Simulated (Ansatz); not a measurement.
A series of calculations on Ge2H5OClF2

## 1. Relaxation

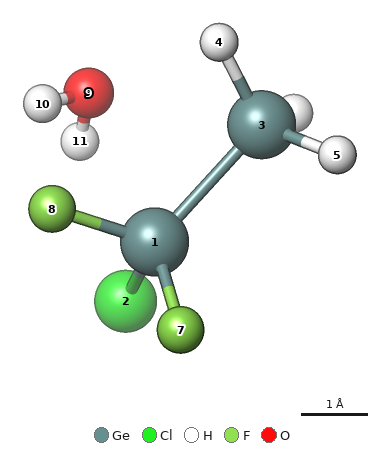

Ge2H5OClF2, before the relaxation. A ball-and-stick model, seen at a tilt.

The run prepares an end point of a later path (reaction) calculation, from a guessed geometry.

Theory: RKS PBE/def2-SVP in Ansatz 0.2.0.

Input file:
```yaml
crystal:
  periodic: [false, false, false]
  atoms:
    - { symbol: Ge, position_ang: [-0.011867, 0.171626, -0.051453] }
    - { symbol: Cl, position_ang: [-0.245644, 0.523714, 2.117808] }
    - { symbol: Ge, position_ang: [2.288884, 0.073774, -0.865302] }
    - { symbol: H, position_ang: [2.51202, -1.290206, -1.542108] }
    - { symbol: H, position_ang: [2.431528, 1.21457, -1.905515] }
    - { symbol: H, position_ang: [3.227735, 0.319963, 0.329692] }
    - { symbol: F, position_ang: [-1.011207, 1.394202, -0.809503] }
    - { symbol: F, position_ang: [-0.915988, -1.31371, -0.349808] }
    - { symbol: O, position_ang: [1.398935, -2.13928, 1.148456] }
    - { symbol: H, position_ang: [0.59787, -2.537991, 0.749282] }
    - { symbol: H, position_ang: [1.028934, -1.703762, 1.959651] }
basis:
  gaussian: { orbitals: def2-SVP }
hamiltonian:
  xc: pbe
relax:
  f_tol: 0.03
  max_steps: 50
```

Command:
```bash
ansatz run input.yaml --threads 4 --pin off --max-ram 5120MiB --backend cpu --events-out ev --progress --plain --runs-dir out
```

Where does the relaxation end?

The largest move after the best rigid fit is that of F7, 0.12 Å. By element the largest moves are F 0.12 Å, O 0.11 Å, H 0.10 Å, Ge 0.08 Å, Cl 0.07 Å. Some distances before and after: Ge1–O9 2.961 → 2.771 Å, Ge1–Cl2 2.210 → 2.186 Å, O9–H11 0.992 → 0.978 Å, Ge1–Ge3 2.442 → 2.435 Å. Bond angles that change, for instance: Ge3–Ge1–F7 114.9° → 112.1°, F7–Ge1–F8 102.8° → 100.7°, Ge3–Ge1–F8 113.1° → 115.2°. After 6 accepted moves (7 points after the start) the energy has fallen by 0.028 eV. Largest force component: 0.47 eV/Å at the start, 0.024 eV/Å at the end. The line search rejected the trial step at point 1 of the run.

Step by step:

```tsv
step	E − E(0), eV	largest force component, eV/Å	note
0	0.0000	0.4688	
1	0.0114	0.9906	rejected
2	-0.0165	0.4995	
3	-0.0216	0.2186	
4	-0.0261	0.1585	
5	-0.0277	0.0980	
6	-0.0281	0.0311	
7	-0.0283	0.0240
```

The structure at the end:

```xyz
11

Ge    0.0220    0.1108   -0.0131
Cl   -0.2548    0.5900    2.1018
Ge    2.2996    0.0893   -0.8744
H     2.4931   -1.2499   -1.6147
H     2.4509    1.2849   -1.8497
H     3.2482    0.2387    0.3313
F    -0.9852    1.2843   -0.8428
F    -0.9032   -1.3736   -0.2931
O     1.3427   -2.0540    1.1038
H     0.5291   -2.4677    0.7468
H     1.0587   -1.7400    1.9853
```

The end point in the same view:

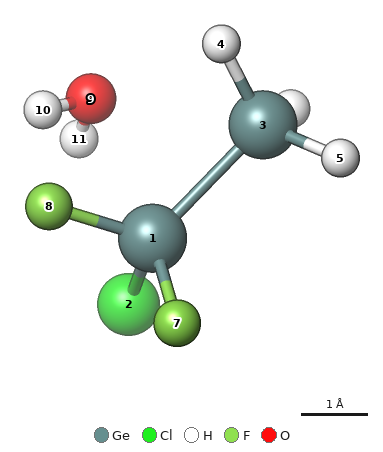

Limits of the set-up: the start holds two separate molecules, 2.2 Å apart at their closest, whose relative position is a soft coordinate and is computed without a dispersion correction.

## 2. Relaxation

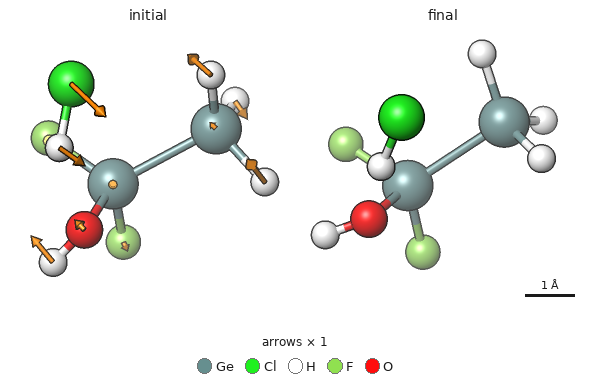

The structure of Ge₂H₅OClF₂ before (left) and after (right) a relaxation, at one scale. The orange arrows give the displacements, at their true length.

A ball-and-stick model, seen from a free direction.

The run prepares an end point of a later path (reaction) calculation, from a guessed geometry.

These are results of RKS PBE/def2-SVP in Ansatz 0.2.0, not measurements. Set-up: no spin polarisation; force threshold 0.03 eV/Å; at most 50 steps.

Question: What changed between the two?

Answer: The energy falls by 17.3 kJ/mol in 15 accepted moves (17 points after the start). Largest force component: 0.86 eV/Å at the start, 0.022 eV/Å at the end. The line search rejected the trial steps at points 13, 16 of the run. The largest move after the best rigid fit is that of the Cl atom, 1.25 Å. By element the largest moves are Cl 1.25 Å, H 0.91 Å, F 0.44 Å, O 0.33 Å, Ge 0.20 Å. Near-neighbour distances that change, for instance: Cl–Ge 3.425 → 3.808 Å, Ge–O 1.782 → 1.810 Å, F–Ge 1.761 → 1.753 Å, Cl–H 1.341 → 1.334 Å. Bond angles that change, for instance: Ge–Ge–F 107.8° → 113.6°, F–Ge–O 108.4° → 104.9°, Ge–Ge–H 111.3° → 107.9°. Groups turn about Ge–O by about 30°.

Limits of the set-up: the start holds two separate molecules, 2.2 Å apart at their closest, whose relative position is a soft coordinate and is computed without a dispersion correction.

## 3. Path

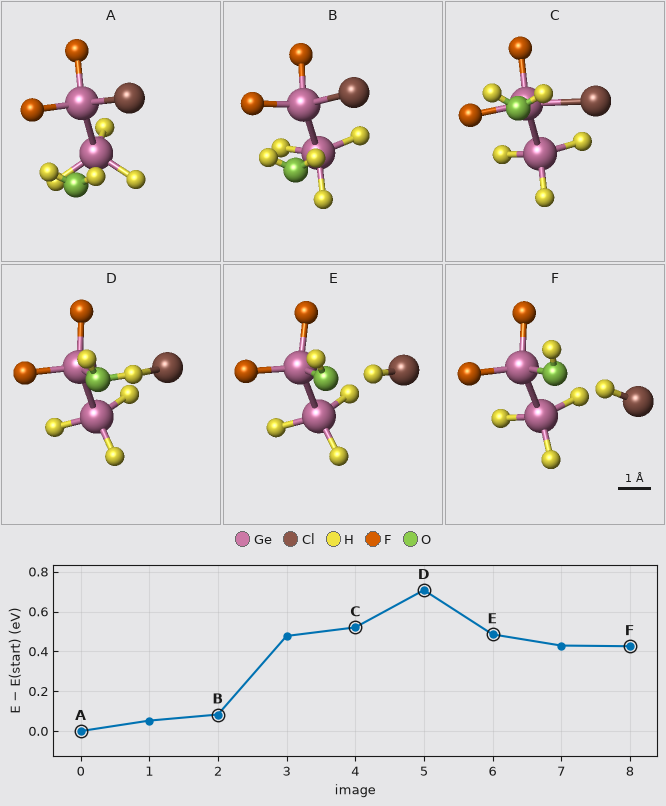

NEB run on Ge2H5OClF2. Images are numbered from 0 (start) to 8 (end). Frames A to F are images 0, 2, 4, 5, 6, 8. The picture is a ball-and-stick view, seen from a free direction.

The calculation used Ansatz, RKS PBE/def2-SVP. Settings: 7 movable images; climbing image; force threshold 0.05 eV/Å; iteration limit 60; starting path through a guess of the saddle point.

Read off the barrier and say what moves.

The highest point, image 5, lies 0.71 eV above the start and 0.28 eV above the end; the end is at +0.43 eV relative to the start. Breaking: Cl–Ge (2.19 → 3.81 Å), H–O (0.98 → 1.72 Å). Forming: Cl–H (2.68 → 1.33 Å), Ge–O (2.77 → 1.81 Å). The band converged in 23 iterations. The largest component of the band force went from 9.8 to 0.048 eV/Å. The climbing image converged on the top of the path. Its vibrational analysis gives one imaginary mode (215i cm⁻¹), as a transition state must have.

Cost: 5.2 min on 4 threads of Arm Neoverse V1 (shared host), peak memory 0.25 GiB.
